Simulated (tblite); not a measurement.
Geometry relaxation of C₅H₁₂BGaO (part 2 of 2)

C₅H₁₂BGaO; GFN2-xTB geometry optimisation, gas phase (tblite 0.8.0). It belongs to a series of runs on one base structure; here: H on C replaced by BMe2.

Geometry of the input (Å):
```
C  2.3411  -0.6729  -1.6438
C  1.9503  -0.7547  -0.3886
Ga 3.5678  -1.0613  0.9479
O  0.6366  -0.6588  0.0314
C  -0.1731  0.3456  -0.4735
B  -1.6645  0.2981  0.1138
C  -2.3999  1.7028  0.1720
C  -2.3697  -1.0854  0.4043
H  3.3914  -0.7573  -1.8812
H  1.6033  -0.5149  -2.4483
H  5.0341  -0.3624  0.5740
H  3.2323  0.2058  1.9936
H  -0.3030  0.1920  -1.5527
H  0.2506  1.3327  -0.2323
H  -1.9542  2.2866  1.0210
H  -3.4995  1.5959  0.3144
H  -2.1247  2.2600  -0.7446
H  -1.5901  -1.8890  0.2411
H  -2.7289  -1.1723  1.4458
H  -3.2050  -1.2799  -0.3071
```

## Trajectory as extended XYZ, continued
```
20
Properties=species:S:1:pos:R:3:forces:R:3 step=100 energy=-632.46231
C     2.4011   -0.2710   -2.0689   -0.0010   0.0180  -0.0030
C     2.1519   -0.4153   -0.7763   -0.0340  -0.0030   0.0110
Ga    2.8469   -0.9911    1.0093   -0.0420  -0.0120  -0.0060
O     0.9769   -0.1288   -0.1182   -0.0020   0.0240   0.0010
C    -0.1388    0.4318   -0.8128   -0.0750   0.0160  -0.0500
B    -1.4491    0.3818    0.0944    0.0080  -0.0010  -0.0070
C    -2.4573    1.5855    0.1193    0.0020   0.0040   0.0110
C    -1.7286   -0.9212    0.9206   -0.0090  -0.0180  -0.0370
H     3.3678   -0.5441   -2.4582   -0.0050   0.0030  -0.0100
H     1.6807    0.1124   -2.7802    0.0510  -0.0080   0.0190
H     4.2812   -1.5837    1.3974    0.0090  -0.0020  -0.0260
H     1.8085   -0.8193    2.1660    0.0490  -0.0270   0.0590
H    -0.3307   -0.1760   -1.7108    0.0040   0.0160  -0.0190
H     0.1322    1.4365   -1.1609    0.0170   0.0130   0.0070
H    -2.1171    2.2746    0.8933    0.0070   0.0280   0.0120
H    -3.4667    1.2932    0.3958   -0.0280   0.0030  -0.0100
H    -2.5076    2.1632   -0.8000    0.0390  -0.0170  -0.0360
H    -0.8250   -1.4343    1.2481   -0.0030   0.0310   0.0240
H    -2.3825   -0.7720    1.7747    0.0220  -0.0020   0.0510
H    -2.2491   -1.6115    0.2547   -0.0100  -0.0670   0.0090
20
Properties=species:S:1:pos:R:3:forces:R:3 step=120 energy=-632.49971
C     2.4057   -0.0432   -2.0091    0.0300  -0.0130   0.0310
C     2.1054   -0.4574   -0.7858    0.0090   0.0520   0.0240
Ga    2.8261   -1.3072    0.8812    0.0050   0.0350  -0.0200
O     0.9079   -0.2995   -0.1270    0.0200   0.0020  -0.0500
C    -0.1648    0.4047   -0.7570    0.0140  -0.0240  -0.0050
B    -1.4877    0.3812    0.1217   -0.0160   0.0140   0.0280
C    -2.5406    1.5240   -0.1120   -0.0150   0.0430  -0.0210
C    -1.6681   -0.7785    1.1601    0.0350  -0.0470   0.0190
H     3.3929   -0.2201   -2.4019    0.0220  -0.0300  -0.0010
H     1.7171    0.4712   -2.6661    0.0040  -0.0290   0.0390
H     4.2894   -1.9126    1.1347   -0.0350   0.0000  -0.0440
H     1.8686   -1.3167    2.1241   -0.0170  -0.0080  -0.0450
H    -0.3856   -0.0795   -1.7219    0.0300   0.0120   0.0060
H     0.1754    1.4228   -0.9898    0.0020  -0.0080  -0.0110
H    -2.2133    2.3937    0.4610   -0.0370  -0.0090   0.0000
H    -3.5439    1.2848    0.2281   -0.0140  -0.0140   0.0120
H    -2.6020    1.8549   -1.1483    0.0180  -0.0250   0.0430
H    -0.7451   -0.9629    1.7150   -0.0590   0.0080  -0.0270
H    -2.4793   -0.6473    1.8718    0.0050   0.0190  -0.0380
H    -1.8630   -1.7015    0.6085   -0.0010   0.0220   0.0600
20
Properties=species:S:1:pos:R:3:forces:R:3 step=140 energy=-632.51329
C     2.4481    0.0623   -1.9723    0.0040  -0.0060   0.0220
C     2.1239   -0.4067   -0.7755    0.0290  -0.0130  -0.0030
Ga    2.8046   -1.4383    0.7953    0.0120  -0.0030  -0.0240
O     0.9125   -0.3076   -0.1326    0.0250  -0.0170  -0.0040
C    -0.1636    0.4036   -0.7435    0.0010   0.0120  -0.0130
B    -1.4861    0.3864    0.1391    0.0100  -0.0140  -0.0210
C    -2.5918    1.4518   -0.2063    0.0100  -0.0260   0.0200
C    -1.6266   -0.6665    1.2930    0.0040   0.0150  -0.0030
H     3.4483   -0.0910   -2.3443   -0.0120  -0.0070  -0.0030
H     1.7710    0.6012   -2.6208    0.0110  -0.0030   0.0210
H     4.2349   -2.1403    0.9695   -0.0290   0.0200  -0.0110
H     1.8008   -1.5888    1.9840   -0.0060  -0.0030   0.0200
H    -0.3740   -0.0578   -1.7208   -0.0260  -0.0100  -0.0010
H     0.1714    1.4275   -0.9605    0.0090   0.0080   0.0160
H    -2.3268    2.3911    0.2820   -0.0300  -0.0200   0.0020
H    -3.5844    1.1844    0.1446   -0.0160   0.0070   0.0060
H    -2.6526    1.6711   -1.2699   -0.0070   0.0190  -0.0070
H    -0.7500   -0.6524    1.9425   -0.0030   0.0040  -0.0210
H    -2.5131   -0.5452    1.9100    0.0060  -0.0020   0.0010
H    -1.6515   -1.6740    0.8737    0.0080   0.0390   0.0020
20
Properties=species:S:1:pos:R:3:forces:R:3 step=160 energy=-632.52098
C     2.5090    0.1513   -1.9148   -0.0010  -0.0030  -0.0050
C     2.1165   -0.4354   -0.7932   -0.0020   0.0040  -0.0010
Ga    2.7052   -1.6171    0.7046   -0.0110   0.0020  -0.0130
O     0.8755   -0.3812   -0.2014    0.0070   0.0010  -0.0020
C    -0.1748    0.3926   -0.7839    0.0010  -0.0010   0.0090
B    -1.4801    0.4014    0.1236   -0.0120   0.0000   0.0040
C    -2.6688    1.3512   -0.2781    0.0030   0.0030   0.0000
C    -1.5124   -0.4908    1.4116    0.0010   0.0200   0.0090
H     3.5251    0.0167   -2.2497   -0.0170   0.0070  -0.0020
H     1.8743    0.7681   -2.5363    0.0050  -0.0210   0.0130
H     4.1108   -2.3637    0.8510    0.0050  -0.0010   0.0060
H     1.6642   -1.8504    1.8473    0.0000   0.0000  -0.0010
H    -0.4022   -0.0178   -1.7793    0.0040   0.0080   0.0010
H     0.1928    1.4148   -0.9518    0.0000   0.0010   0.0040
H    -2.5108    2.3133    0.2120   -0.0150  -0.0050  -0.0090
H    -3.6386    0.9949    0.0605    0.0080  -0.0060  -0.0110
H    -2.7332    1.5548   -1.3446    0.0090   0.0080   0.0060
H    -0.6798   -0.2300    2.0666    0.0090  -0.0060  -0.0010
H    -2.4307   -0.4248    1.9888    0.0010  -0.0070   0.0010
H    -1.3472   -1.5372    1.1542    0.0020  -0.0030  -0.0060
20
Properties=species:S:1:pos:R:3:forces:R:3 step=180 energy=-632.52458
C     2.4991    0.1399   -1.9240   -0.0020   0.0000   0.0110
C     2.1150   -0.4476   -0.8002    0.0070  -0.0260   0.0120
Ga    2.6821   -1.6556    0.6857   -0.0070   0.0010  -0.0060
O     0.8772   -0.3820   -0.2019    0.0180  -0.0030  -0.0010
C    -0.1565    0.4269   -0.7638    0.0150  -0.0110  -0.0010
B    -1.4659    0.4241    0.1335   -0.0140  -0.0060   0.0170
C    -2.6888    1.3077   -0.3119    0.0000  -0.0170  -0.0160
C    -1.4725   -0.4302    1.4470   -0.0010   0.0100   0.0060
H     3.5102    0.0052   -2.2734   -0.0320   0.0000  -0.0080
H     1.8520    0.7595   -2.5292    0.0390   0.0110  -0.0130
H     4.0826   -2.4086    0.8524    0.0080   0.0040  -0.0080
H     1.6234   -1.9101    1.8068   -0.0030   0.0040   0.0020
H    -0.3816    0.0627   -1.7770    0.0160  -0.0050  -0.0020
H     0.2299    1.4493   -0.8845   -0.0220   0.0140  -0.0120
H    -2.6665    2.2427    0.2483   -0.0050   0.0060  -0.0020
H    -3.6451    0.8451   -0.0819   -0.0180  -0.0080   0.0090
H    -2.6853    1.5698   -1.3671    0.0070   0.0260   0.0030
H    -0.6366   -0.1391    2.0850   -0.0110  -0.0070   0.0100
H    -2.3872   -0.3690    2.0301    0.0030   0.0060   0.0090
H    -1.2905   -1.4799    1.2135    0.0010   0.0000  -0.0100
20
Properties=species:S:1:pos:R:3:forces:R:3 step=200 energy=-632.52791
C     2.4915    0.0986   -1.9482    0.0000   0.0010   0.0020
C     2.1139   -0.4609   -0.8080   -0.0030   0.0020  -0.0030
Ga    2.6833   -1.6668    0.6770   -0.0020   0.0000   0.0070
O     0.9028   -0.3288   -0.1682   -0.0010  -0.0010  -0.0020
C    -0.1347    0.4722   -0.7348   -0.0020  -0.0010   0.0000
B    -1.4563    0.4481    0.1460    0.0020  -0.0020  -0.0050
C    -2.7058    1.2755   -0.3335   -0.0030   0.0000   0.0020
C    -1.4635   -0.3924    1.4688   -0.0040   0.0050  -0.0040
H     3.4777   -0.1011   -2.3339    0.0060   0.0030   0.0040
H     1.8695    0.7589   -2.5357   -0.0050  -0.0020  -0.0070
H     4.0949   -2.3986    0.8487    0.0010   0.0010  -0.0010
H     1.6250   -1.9182    1.8002    0.0050  -0.0030  -0.0030
H    -0.3408    0.1113   -1.7531   -0.0020  -0.0030   0.0000
H     0.2342    1.5027   -0.8461    0.0030  -0.0020  -0.0030
H    -2.8439    2.1353    0.3219    0.0010   0.0000   0.0050
H    -3.6251    0.6984   -0.2552    0.0010  -0.0010  -0.0030
H    -2.6309    1.6544   -1.3497    0.0030   0.0040   0.0010
H    -0.6156   -0.1213    2.0985    0.0000  -0.0050   0.0070
H    -2.3711   -0.3101    2.0604   -0.0020  -0.0010   0.0000
H    -1.3101   -1.4465    1.2324    0.0020   0.0030   0.0040
```

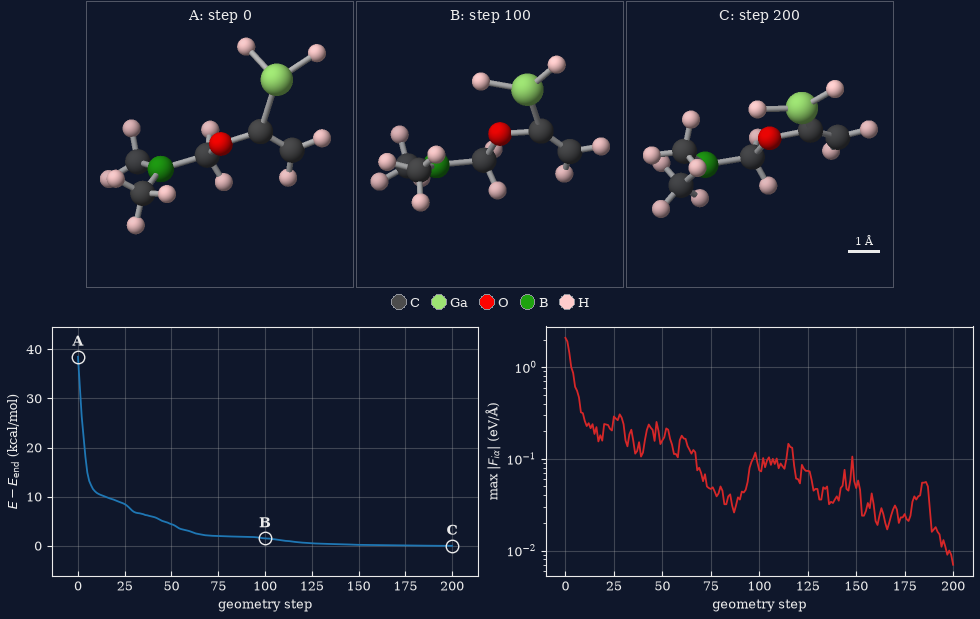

*Frames of the relaxation (ball-and-stick view, seen at a tilt) above the curves, on which the letters mark them (steps are counted from 0).*

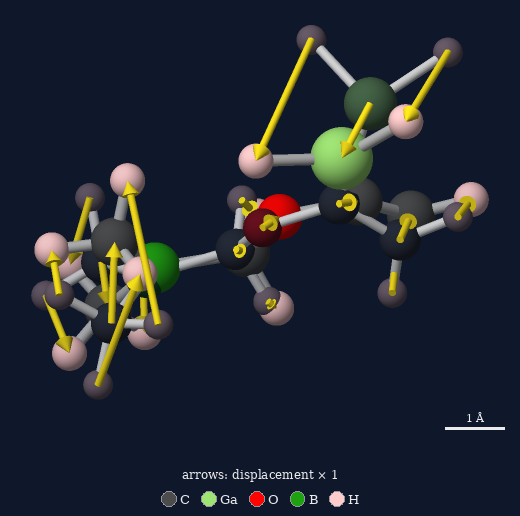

*Start (faint) and end (solid) with the displacements as yellow arrows, at true length (ball-and-stick view, seen at a tilt). The two geometries are laid on each other by the best rigid fit.*

H12 moves most after the best rigid fit: 2.76 Å. Largest moves by element: H 2.76 Å, C 1.40 Å, Ga 1.09 Å, O 0.48 Å, B 0.21 Å. Among the contacts that change: C2–Ga3 2.121 → 1.996 Å, Ga3–H12 1.677 → 1.564 Å, Ga3–H11 1.667 → 1.599 Å, O4–C5 1.385 → 1.428 Å. Among the angles that change: Ga3–C2–O4 122.9° → 87.9°, C1–C2–Ga3 112.5° → 144.5°, H11–Ga3–H12 89.9° → 116.5°. The energy falls by 38.5 kcal/mol in 200 geometry steps. Largest force component: 2.1 eV/Å at the start, 0.007 eV/Å at the end. (Atoms are counted from 1 in the order of the input.)

## Key numbers

| quantity | value |
| --- | --- |
| outcome | converged |
| total energy | −632.5279 eV |
| wall time | 2.6 s |
| peak memory | 0.18 GiB |
